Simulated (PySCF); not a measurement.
```xyz
10

Li   -1.5034   -1.6002    1.1634
O    -0.1429   -1.2486    2.4991
C     0.6819   -1.0666    3.3112
O     1.4882   -0.8887    4.1049
O    -1.7861   -0.4350   -0.2681
H    -1.3265    0.3947   -0.4383
H    -2.4192   -0.5419   -0.9865
O    -3.7044   -5.2001    1.7109
C    -3.1223   -4.2267    1.5519
O    -2.5266   -3.2310    1.3891
```

Geometry: PBE0-D3(BJ)/def2-SVPD.

All numbers below come from PySCF, wB97M-D3(BJ)/def2-SVPD, SCF density, gas phase.

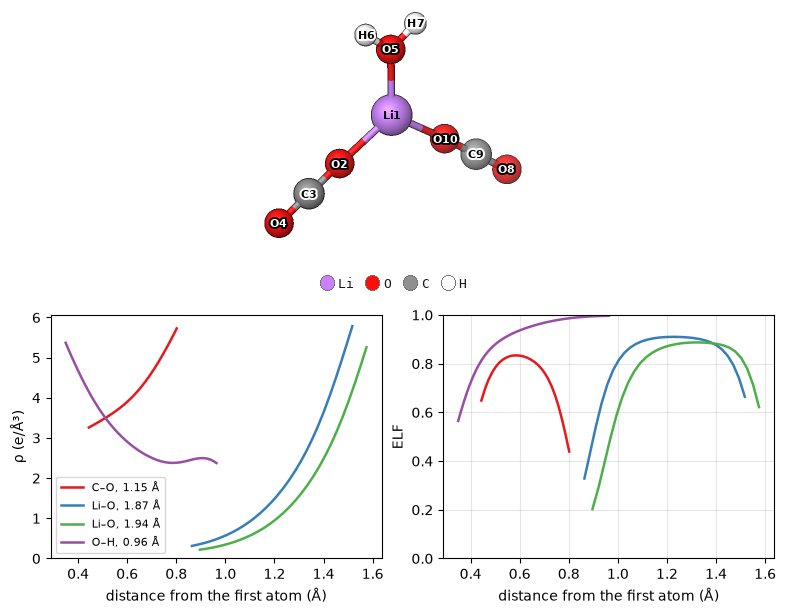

C2H2LiO5 (charge +1). Electron density and electron localisation function along straight lines between neighbouring atoms. The curves leave out the atomic cores. The structure is drawn too.

What can be read from the curves?

C–O (1.15 Å): the density is about 3.8 e/Å³ at the midpoint; the ELF peaks at about 0.85 between the atoms: a short, multiple covalent bond.
Li–O (1.87 Å): ρ at the midpoint is about 0.42 e/Å³; the ELF peaks at about 0.90 in the valence shell of O, 0.6 Å from its nucleus, and falls to about 0.05 next to Li; a largely ionic contact.
Li–O (1.94 Å): ρ is about 0.3 e/Å³ halfway; the ELF peaks at about 0.90 in the valence shell of O, 0.6 Å from its nucleus, and falls to about 0 next to Li: a largely ionic contact.
O–H (0.96 Å): ρ is about 3.8 e/Å³ halfway; the ELF climbs to about 1 towards the hydrogen, as it does in any bond to H: a covalent bond by its length.
